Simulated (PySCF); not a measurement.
C₆H₁₁NO

The calculation's input:

```
{"job": {"xc": "wB97X-D", "basis": "pcSseg-1", "solvent": "chloroform", "kind": "nmr", "pop": true}, "charge": 0, "multiplicity": 1}
C      3.338438    -0.616780    -0.502909
C      2.249923     0.393974    -0.213487
O      2.530627     1.535590     0.114749
C      0.873501    -0.081078    -0.362410
C     -0.140976     0.798557    -0.134153
N     -1.467144     0.566341    -0.179999
C     -1.956683    -0.742510    -0.525248
C     -2.417902     1.642081    -0.069401
H      4.318198    -0.173382    -0.287177
H      3.197963    -1.528128     0.099628
H      3.299787    -0.920757    -1.561749
H      0.696602    -1.117564    -0.656013
H      0.157471     1.819867     0.129786
H     -1.766850    -0.990623    -1.586009
H     -3.038788    -0.792121    -0.345068
H     -1.467986    -1.511811     0.094335
H     -1.905091     2.550864     0.270892
H     -2.905585     1.866852    -1.035332
H     -3.207081     1.398634     0.661193
```

Command:

```sh
OMP_NUM_THREADS=1 python ens_run.py task.json out
```

Geometry: PBE0-D3(BJ)/def2-SVP.

All numbers below come from PySCF, wB97X-D/pcSseg-1, SCF density, in a chloroform solvent model, non-relativistic.

Predict the electron density and electron localisation function between the atoms.

C–O (1.22 Å): ρ at the midpoint is about 3.2 e/Å³; the ELF peaks at about 0.85 between the atoms; a multiple bond.
C–N (1.35 Å): ρ at the midpoint is about 2.3 e/Å³; the ELF peaks at about 0.90 between the atoms, as expected for localised, covalent bonding.
C–C (1.36 Å): the density is about 2.2 e/Å³ at the midpoint; the ELF peaks at about 0.95 between the atoms (a covalent bond).
C–H (1.09 Å): the density is about 2 e/Å³ at the midpoint; the ELF climbs to about 1 towards the hydrogen, as it does in any bond to H (a covalent bond by its length).

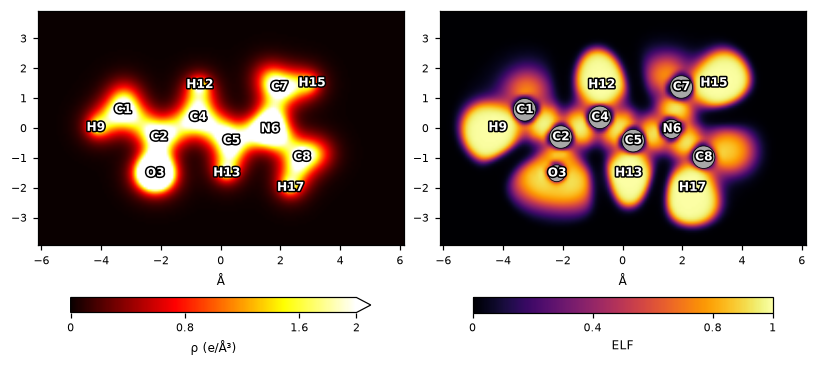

Computed electron density and electron localisation function on the plane of atoms C4, C5 and H13, in this order. Grey discs cover the atomic cores in the ELF map. 
